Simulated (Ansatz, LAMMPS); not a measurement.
# N in place of O at several sites of glassy 62P2O5-14Al2O3-24BaO (mol %) (160 atoms), part 4 of 4

At which site of glassy 62P2O5-14Al2O3-24BaO (mol %) (160 atoms) does N in place of O cost least, and what about the site decides it?

Ansatz 0.2.0; Kohn-Sham DFT, PBE, PAW (set soft_2), plane waves.

The cell: 36 P, 8 Al, 7 Ba and 109 O. The quench rate of 1000 K/ps far exceeds what a furnace or splat quench reaches. The starting topology of bonds comes from the classical model. Only the Γ point is sampled, in a cell whose shortest periodic width is 13 Å. The levels lack spin–orbit coupling.

So far. Step 7 (N on a site of O, site O120): The relaxation converged after 10 steps, 0.354 eV below its start, with a largest force component of 0.049 eV/Å.

## Step 8: N on a site of O, site O109

The site has 2 bonded neighbours (P2) at 1.61 Å on average. 

Contents of input.yaml:

```yaml
crystal:
  lattice:
    - [13.0819, 0.0, 0.0]
    - [0.0, 13.0819, 0.0]
    - [0.0, 0.0, 13.0819]
  atoms:
    [... atom lines 1 to 105 left out ...]
    - { symbol: O, position: [0.18171, 0.66699, 0.2806] }
    - { symbol: O, position: [0.00055, 0.86261, 0.7329] }
    - { symbol: O, position: [0.3596, 0.81494, 0.8287] }
    - { symbol: "N", position: [0.64637, 0.85915, 0.94153], spin: 0.6 }
    - { symbol: O, position: [0.65421, 0.17172, 0.09483] }
    - { symbol: O, position: [0.18856, 0.53687, 0.76165] }
    - { symbol: O, position: [0.38073, 0.62407, 0.81066] }
    [... atom lines 113 to 160 left out ...]
magnetization:
  spin_polarized: true
kpoints:
  mp_grid: { grid: [1, 1, 1] }
hamiltonian:
  xc: pbe
scf:
  occupations: { method: fermi_dirac, width: 0.025 }
  lower_state_search: "off"
output:
  forces: true
  eigenvalues: true
relax:
  f_tol: 0.05
  max_steps: 90
```

Command:

```
$ ansatz run input.yaml --threads 8 --pin off --max-ram 15872MiB --backend cpu --events-out ev --progress --plain --runs-dir out
```

Numbers of over 12 decimals in the logs are rounded to 6 here.

The log of the run:

```text
[...]
Pseudopotentials: kind: paw
Pseudopotential: P, paw, valence charge 5, recommended cutoff 420 eV (normal), P.paw.azcp
Pseudopotential: Al, paw, valence charge 3, recommended cutoff 420 eV (normal), Al.paw.azcp
Pseudopotential: Ba, paw, valence charge 10, recommended cutoff 420 eV (normal), Ba.paw.azcp
Pseudopotential: O, paw, valence charge 6, recommended cutoff 420 eV (normal), O.paw.azcp
Pseudopotential: N, paw, valence charge 5, recommended cutoff 420 eV (normal), N.paw.azcp
[... 5 lines on functional and potentials left out ...]
Crystal: 160 atoms, lattice volume = 2238.785 Å³
Basis set: ecut = 420 eV, 43723 PW (Γ), exchange–correlation on 180×180×180 points (8 copies of the dense FFT grid, shifted against one another)
Bands: 625, of which v1, the nominal top of the filled ones, is band 464 counted from 1 (463 counted from 0)
Symmetry: 1 space group operations
Space group: P1 (ITA 1), of the structure as read, at distance tolerance 1.3e-4 Å
Magnetic group: BNS 1.1 (UNI 1), of the structure as read, at distance tolerance 1.3e-4 Å
k-points: 1
[... 11 lines on functional and potentials left out ...]
Initial density: superposition of atomic densities (chi_scale 0.1, normalization cell, long waves 71 % of neutral atoms (reshape's long-wave potential 1.71 eV rms, cloud 2.81 Å wide))
Starting moments: Σ|m| = 1.8 μB on 3 of 160 sites
Initial wavefunctions: pseudopotential atomic-orbital guess
[...]
SCF iter   1: F=—  HF=-135000.076714 eV  |F-HF|=—  |Δ(HF+E_count)|=         —  Δρ=5.49e-2 (↑5.38e-2 ↓5.49e-2)  dr2=3.04e2  dr2_m=3.24e-1  M=0.010 μB ∫|m|=0.274 μB  β_m=0.30  ethr=3.10e-3  ⟨swp⟩=11.0  Hψ=8043  notcnv=0  defer=292
preconditioner: auto → Resta (q_TF=auto, 2.355 Å⁻¹)  ε∞=3.6  [insulator: Δε(μ)=2.427 eV  Ē_g=14.784 eV  σ=0.025 eV  W_gap=0.63  n_scr=484 (ndim 8)  ℏωp=23.7 eV  f_vac=0.088  D(μ)=28.44/eV (n_scr^D=122)  ε∞_Penn≈3.6]
spin=Collinear: Resta preconditioning applied to the charge; magnetization (m = ρ↑ − ρ↓) channel mixes plain (no charge-response kernel on spin).
SCF iter   2: F=—  HF=-134935.095923 eV  |F-HF|=—  |Δ(HF+E_count)|=    6.50e1  Δρ=2.80e-2 (↑2.80e-2 ↓2.80e-2)  dr2=9.32e1  dr2_m=1.59e-1  M=1.000 μB ∫|m|=1.027 μB  β_m=0.30  ethr=3.10e-3  ⟨swp⟩=3.0  Hψ=2338  notcnv=0  defer=312
SCF iter   3: F=—  HF=-134912.875233 eV  |F-HF|=—  |Δ(HF+E_count)|=    2.22e1  Δρ=1.67e-2 (↑1.56e-2 ↓1.67e-2)  dr2=2.47e1  dr2_m=1.55e-1  M=0.076 μB ∫|m|=0.257 μB  β_m=0.30  ethr=3.10e-3  ⟨swp⟩=5.0  Hψ=3335  notcnv=0  defer=312
SCF iter   4: F=—  HF=-134909.527518 eV  |F-HF|=—  |Δ(HF+E_count)|=    3.35e0  Δρ=1.18e-2 (↑1.02e-2 ↓1.18e-2)  dr2=1.03e1  dr2_m=1.73e-1  M=1.000 μB ∫|m|=1.142 μB  β_m=0.30  ethr=2.66e-3  ⟨swp⟩=7.0  Hψ=1630  notcnv=0  defer=311
[...]
SCF iter  27: F=-134907.155144 eV  HF=-134907.155153 eV  |F-HF|=8.92e-6  |Δ(HF+E_count)|=   1.40e-6  Δρ=1.26e-5 (↑9.29e-6 ↓1.26e-5)  dr2=1.03e-5  dr2_m=7.85e-7  M=0.975 μB ∫|m|=1.068 μB  β_m=0.62  ethr=5.24e-9  ⟨swp⟩=3.0  Hψ=3755  notcnv=0
SCF iter  28: F=-134907.155151 eV  HF=-134907.155153 eV  |F-HF|=1.34e-6  |Δ(HF+E_count)|=   4.04e-7  Δρ=5.02e-6 (↑2.96e-6 ↓5.02e-6)  dr2=1.54e-6  dr2_m=6.05e-8  M=0.975 μB ∫|m|=1.068 μB  ethr=1.11e-9  ⟨swp⟩=3.0  Hψ=3852  notcnv=0
SCF 1 converged in 28 iterations: F = -134907.155151 eV  dr2 = 1.54e-6
[...]
relax step   1: F+E_penalty+E_count = -134907.15515124 eV  Δ(F+E_penalty+E_count) = +0.000e0 eV  max|allowed force component| = 1.701e0 eV/Å  Δτ_max = 0.0000 Å  (28 SCF iters, dr2 threshold 6.25e-5 eV, accepted)
[...]
relax step   2: F+E_penalty+E_count = -134907.26254869 eV  Δ(F+E_penalty+E_count) = -1.074e-1 eV  max|allowed force component| = 1.507e0 eV/Å  Δτ_max = 0.0839 Å  (16 SCF iters, dr2 threshold 1.00e-4 eV, accepted)
[...]
relax step   5: F+E_penalty+E_count = -134907.51471739 eV  Δ(F+E_penalty+E_count) = -1.385e-1 eV  max|allowed force component| = 6.936e-1 eV/Å  Δτ_max = 0.0681 Å  (22 SCF iters, accepted)
[...]
Step cancelled. What follows is not a result of the run: it is the report of the last solve that finished, which converged after 22 SCF iterations.
Magnetization: 0.9889 μB (463.9945 up, 463.0055 down)
Absolute magnetization: 1.0927 μB (∫|ρ↑−ρ↓|, with the PAW one-centre terms)
Spin contamination: 0.0026 ħ² per cell (⟨S²⟩ above its minimum at these occupations)
Per-site moments (μB) at R_I (Å): [(-7.822216489987179e-5, 0.612295), (-1.3292160415504035e-5, 0.615823), (-1.7992934179848876e-7, 0.612100), (-4.164551166436314e-6, 0.607547), (1.661608857515689e-5, 0.612785), [...]
Free energy (F): -134907.514717 eV
Harris-Foulkes:  -134907.514717 eV  (|F-HF|=1.98e-9)
Internal energy: -134907.473129 eV  (E = F + TS)
E sigma→0 (E₀):  -134907.493923 eV
Entropy (-TS):   -0.041589 eV (-0.260 meV/atom)
Fermi energy:    3.512425 eV
--- Per-component energies (eV) ---
[...]
Σ components = -134907.514717   (vs F -134907.514717, Δ=0.00e0)
--- Forces (eV/Å), atoms counted from 1 ---
  atom   1  P     -0.00658917    -0.04891472    -0.02013044
  atom   2  P      0.02233044     0.01245568    -0.03380836
  atom   3  P      0.05091774     0.08747339     0.09659191
  atom   4  P      0.03752975     0.00527314    -0.00493635
[...]
atom 160  O     -0.00547530     0.02573928    -0.00762970
  max |Σ_I F_I| component: 7.40e-5 eV/Å
--- Band table (eV) ---
  k-point 0 ↑: bands = ["-21.7535", "-21.6347", "-21.5378", "-21.4589", [... 609 levels ...], "13.1393", "13.1656", "13.1888", "13.1985", "13.2200", "13.2393", "13.2484", "13.2793", "13.3103", "13.3163", "13.3663", "13.3888"]
  k-point 0 ↓: bands = ["-21.7534", "-21.6347", "-21.5377", "-21.4588", [... 609 levels ...], "13.1425", "13.1697", "13.1920", "13.2021", "13.2241", "13.2424", "13.2533", "13.2816", "13.3153", "13.3240", "13.3728", "13.3917"]
End of that report.
Error: SIGTERM received: cancelled by the caller after 1 completed SCF iterations
```

Wall time 7.9 min (8 threads of Arm Neoverse V2, shared host); peak memory 6.5 GiB.

The relaxation was stopped at its limit after 5 steps, 0.360 eV below its start, with a largest force component of 0.69 eV/Å.

The surroundings of the N atom, after relaxation, nearest first, numbered as they follow in the input and with coordinates relative to it.

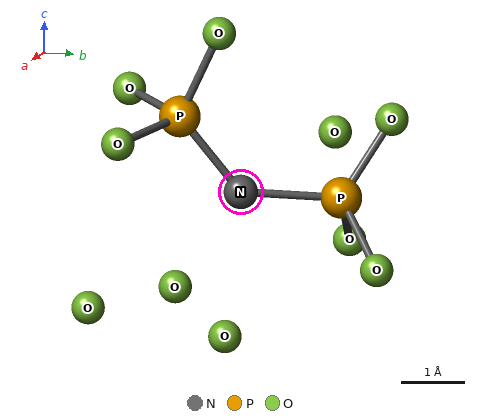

The atoms of the table, within 3.1 Å (arrows a, b, c point along x, y, z); some may hide others; the central atom is ringed.

```tsv
atom	x	y	z	distance (Å)	bonds
N109	0.00	0.00	0.00	0.00	2
P21	0.35	-0.91	1.24	1.58	4
P12	-0.66	1.47	-0.14	1.62	4
O135	1.82	-1.48	1.06	2.57	2
O95	-2.00	1.18	-1.11	2.58	2
O118	0.21	2.33	-1.08	2.58	2
O81	-0.64	-2.06	1.42	2.58	2
O57	-1.23	2.13	1.07	2.68	1
O128	0.44	-0.22	2.66	2.70	2
O87	2.14	0.41	-1.88	2.88	2
O155	-1.50	-1.57	-1.96	2.93	2
O66	1.55	2.07	1.43	2.95	1
O105	0.78	-2.30	-1.87	3.07	2
```

The column of bonds counts only the pairs O-P within 2.11 Å, O-Al within 2.33 Å, O-Ba within 3.29 Å, P-N within 2.02 Å; other neighbours, such as metal atoms beside each other in a compound, aren't counted, and periodic images can show an atom twice.

The largest move is 0.11 Å, by O95.

## Step 9: The sites compared

All these cells hold the same atoms, so their energies can be compared with no chemical potential.

```tsv
site	neighbours	mean distance (Å)	atoms within 6 Å	energy over the best site (eV)	before relaxation (eV)	gain on relaxing (eV)	moment (μB)
O109 *	P2	1.61	68	0.00	0.00	0.36	-
O120	AlP	1.69	62	0.57	0.57	0.35	1.0
O156 *	P	1.46	65	0.85	1.47	0.99	-
O133	Ba2P	2.49	67	1.22	1.16	0.30	1.0
```

* The relaxation didn't finish, so this cell's energy would fall further, and differences against it can move either way. Neighbours are those of the relaxed host within 2.11 Å (O-P), 2.19 Å (O-Al), 3.29 Å (O-Ba); other pairs aren't counted.

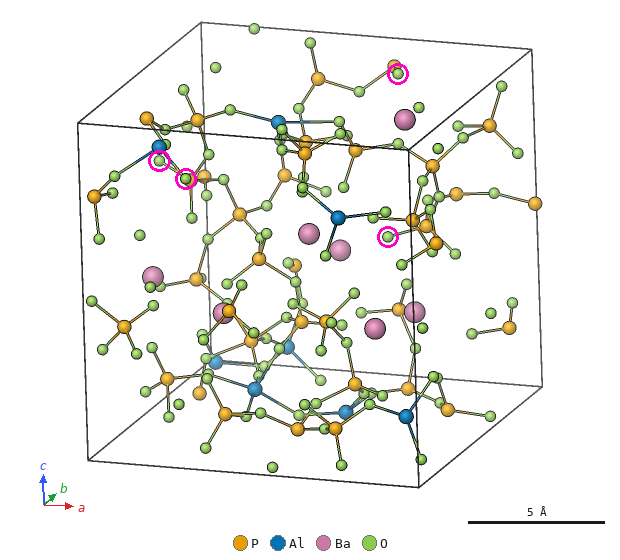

The relaxed cell with the tried sites ringed. Bonds to atoms that aren't drawn are left out. Some periodic images of atoms are drawn too.

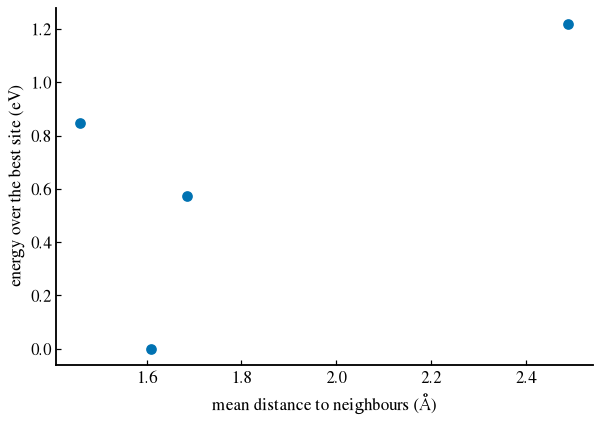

Site energy against the site's surroundings.

## Step 10: What came out

The cheapest site is O109 (2 neighbours, P2, relaxation unfinished); the dearest, O133 (3 neighbours, Ba2P), costs 1.2 eV more. By coordination the energies over the best site are 0.85 eV with 1 neighbour, 0.00 to 0.57 eV with 2 neighbours and 1.22 eV with 3 neighbours. Relaxation gains 0.30 to 0.99 eV and leaves the best site the same.

Caveats: Defects are neutral and interact with their images. The reference ran with fixed occupations, but 4 of the 4 defect cells with fermi-dirac smearing of 0.025 eV, spin polarised. In a disordered cell the relaxation can also rearrange atoms far from the site. In the spin-polarised runs the search for a state of lower energy was switched off. Only 4 of the 109 O sites were tried; unless symmetry makes the others alike to these, a cheaper one may exist. A local or semilocal functional tends to spread out the unpaired spin of such defects.

The DFT runs together took 57 min of wall time.

[Logs are printed without paths, hosts, clocks, repeated set-up lines and the standing remarks that a program may print on its own settings, such as how far it seeks lower states.]

[Hosts, paths, dates, database ids (printed as entryN), source tags and the programs' standing remarks are cut or masked in the printed files.]
